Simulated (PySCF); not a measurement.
C$_{3}$H$_{9}$FN$_{2}$Si$_{2}$ (SMILES [H]/N=C\C=C/N([SiH3])[SiH2]F)

The calculation's input:

```
{"job": {"kind": "uv", "xc": "CAM-B3LYP", "basis": "def2-SVPD", "nstates": 8, "ntriplets": 3}, "charge": 0, "multiplicity": 1}
N      3.266329     1.039589     0.664352
C      2.064683     0.668438     0.515068
C      1.592324    -0.599243     0.021385
C      0.325169    -0.990101    -0.199242
N     -0.836114    -0.248754    -0.170339
Si    -0.896220     1.470676    -0.540569
Si    -2.343726    -1.066008     0.141269
F     -1.985925    -2.581921     0.526074
H      3.954306     0.354009     0.349248
H      1.313688     1.380196     0.849775
H      2.359274    -1.351302    -0.126220
H      0.167063    -2.035855    -0.436314
H      0.233026     1.752817    -1.415246
H     -2.169914     1.645371    -1.243751
H     -0.931483     2.239905     0.703548
H     -3.143747    -1.167634    -1.066474
H     -2.975730    -0.498153     1.316712
```

Run with:

```sh
OMP_NUM_THREADS=1 python probes_run.py task.json out
```

Geometry: GFN2-xTB.

Theory: CAM-B3LYP/def2-SVPD, SCF density, gas phase in PySCF.

> What can the converged electron density and electron localisation function tell about the bonding?

C–N (1.27 Å): ρ is about 2.8 e/Å³ halfway; the ELF peaks at about 0.90 between the atoms: a short, multiple covalent bond.
C–C (1.34 Å): ρ at the midpoint is about 2.3 e/Å³; the ELF peaks at about 0.95 between the atoms: a short, multiple covalent bond.
N–H (1.02 Å): ρ at the midpoint is about 2.8 e/Å³; the ELF climbs to about 1 towards the hydrogen, as it does in any bond to H: an ordinary covalent bond to hydrogen.
C–N (1.38 Å): ρ is about 2.2 e/Å³ halfway; the ELF peaks at about 0.90 between the atoms; localised, covalent bonding.

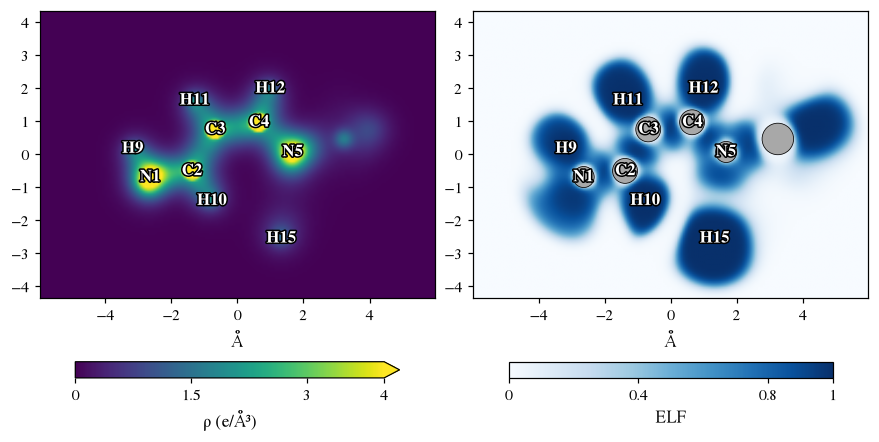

Computed electron density and electron localisation function on the plane of atoms C2, C3 and C4, in this order. Grey discs cover the atomic cores in the ELF map. 
